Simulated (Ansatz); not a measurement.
Profile along the Ta–O line in KTaO3 (cubic perovskite)

KTaO3 (cubic perovskite)

```yaml
crystal:
  lattice:
    - [3.98532, 0.00000, 0.00000]
    - [0.00000, 3.98532, 0.00000]
    - [0.00000, 0.00000, 3.98532]
  atoms:
    - { symbol: K, position: [0.00000, 0.00000, 0.00000] }
    - { symbol: Ta, position: [0.50000, 0.50000, 0.50000] }
    - { symbol: O, position: [0.00000, 0.50000, 0.50000] }
    - { symbol: O, position: [0.50000, 0.50000, 0.00000] }
    - { symbol: O, position: [0.50000, 0.00000, 0.50000] }
```

Fields along a shortest Ta–O line of a {100} plane (1.99 Å), from Ta to O, interpolated on the slice's grid (step about 0.2 Å). The numbers are results of PBEsol (plane waves to 420 eV, PAW, scalar-relativistic; Ansatz, a first-principles code), not measurements. k mesh 8×8×8. Near the nuclei the fields are pseudised (PAW); where an atom keeps semicore shells as valence, they peak there. KTaO3 is run without spin polarisation. KTaO3 was relaxed with its symmetry unable to fall. Spin-orbit coupling is left out, though Ta is heavy.

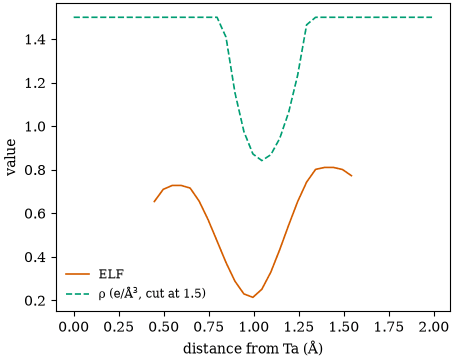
ELF (away from the nuclei) and valence density from Ta to O.

Density on the Ta–O line (1.99 Å) at its density minimum, 1.0 Å from Ta: 0.84 e/Å³. ELF at that point: 0.3. Element round which the density of the highest valence band (whole band, smooth part) is largest on this plane: O.
